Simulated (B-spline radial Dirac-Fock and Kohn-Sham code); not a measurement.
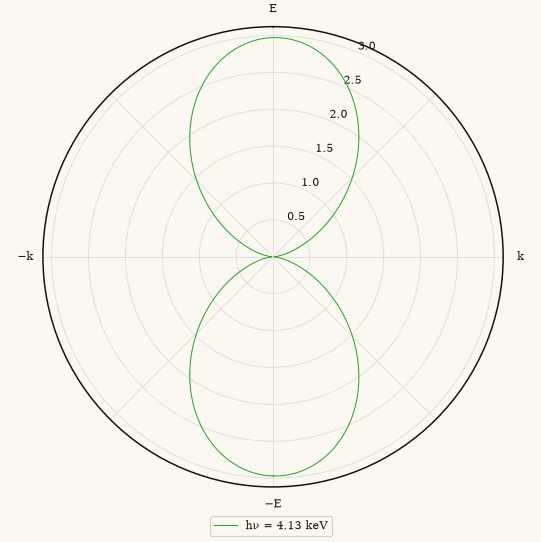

Angular distribution of photoelectrons from M1 (3s) in the plane of the polarisation E (up) and the photon direction k (right), relative to an isotropic one. The figure is for neutral gadolinium. Method: a Dirac–Hartree–Slater potential; 1 + βP₂(cos θ) + (δ + γ cos²θ) sin θ cos φ with E1 and E1–E2 terms (computed with a B-spline radial code). Open shells are averaged over j.

> What are β, γ and δ at 4.13 keV?

β = 1.971, γ = 0.080, δ = −0.001.

> Is the pattern at 4.13 keV symmetric between forward and backward?

Nearly; the non-dipole terms change it by under 5 % at 45° from E.
